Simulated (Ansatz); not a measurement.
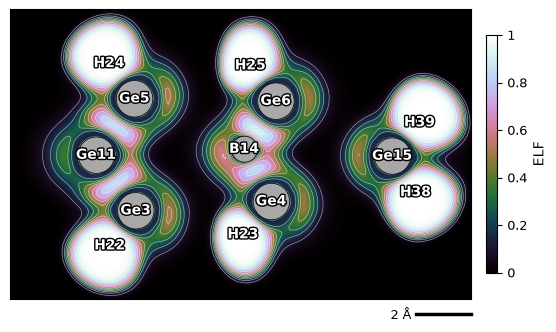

BGe18H28 (Ge19H28 other rod) (doublet). ELF on the plane of atoms H38, Ge15 and H39. Grey discs cover the atomic cores.

Geometry: PBE-D4/def2-SVP.

Level of theory: Ansatz 0.2.0, UKS PBE0-D4/def2-TZVP.

```xyz
47

Ge   -1.3076   -1.3687   -1.1216
Ge   -1.3715   -1.3921    3.9656
Ge   -1.4922    1.4417   -3.9008
Ge   -1.1396    1.2915    0.9766
Ge    1.3713   -1.3939   -3.9652
Ge    1.3074   -1.3686    1.1224
Ge    1.1395    1.2909   -0.9770
Ge    1.4922    1.4432    3.9001
Ge   -2.8422   -0.0740   -2.5297
Ge   -0.0642   -2.8536   -2.6338
Ge   -0.0139    0.1006   -5.3276
Ge   -2.6837   -0.0067    2.4406
Ge    0.0637   -2.8529    2.6351
B     0.0004   -0.2230    0.0003
Ge    0.0139    0.1027    5.3275
Ge   -0.0571    2.8245   -2.4771
Ge    0.0574    2.8259    2.4760
Ge    2.6835   -0.0078   -2.4408
Ge    2.8422   -0.0731    2.5298
H    -2.1627   -2.3088   -0.2105
H    -2.3627   -2.1907    4.8708
H    -2.3773    2.3456   -4.8155
H    -2.0332    2.0913   -0.0241
H     2.3624   -2.1932   -4.8698
H     2.1630   -2.3090    0.2120
H     2.0337    2.0912    0.0228
H     2.3773    2.3472    4.8147
H    -3.6635   -1.0074   -3.4705
H    -3.8573    0.7478   -1.6817
H    -1.0209   -3.6429   -3.5758
H     0.7962   -3.8795   -1.8405
H    -0.8622   -0.7595   -6.3114
H     0.9060    1.0283   -6.1761
H    -3.6523   -0.8187    1.5337
H    -3.5093    1.0764    3.2055
H    -0.7966   -3.8793    1.8422
H     1.0206   -3.6416    3.5774
H    -0.9059    1.0304    6.1761
H     0.8624   -0.7575    6.3111
H    -0.8568    3.9136   -1.7078
H     1.0077    3.5477   -3.3574
H    -1.0072    3.5499    3.3559
H     0.8572    3.9143    1.7058
H     3.6520   -0.8195   -1.5336
H     3.5091    1.0751   -3.2060
H     3.6638   -1.0057    3.4712
H     3.8571    0.7480    1.6810
```

Question: Read the bonding off the picture.

Answer:
- The section cuts through Ge, B and H sites.
- Ge–B (2.07 Å): the ELF peaks at about 0.90 between the atoms, as expected for a covalent bond.
- Ge–Ge (2.45 Å): the ELF peaks at about 0.85 between the atoms: a covalent bond.
- Ge–H (1.56 Å): the ELF climbs to about 1 towards the hydrogen.
- Ge–B (2.13 Å): the ELF peaks at about 0.85 between the atoms (localised, covalent bonding).
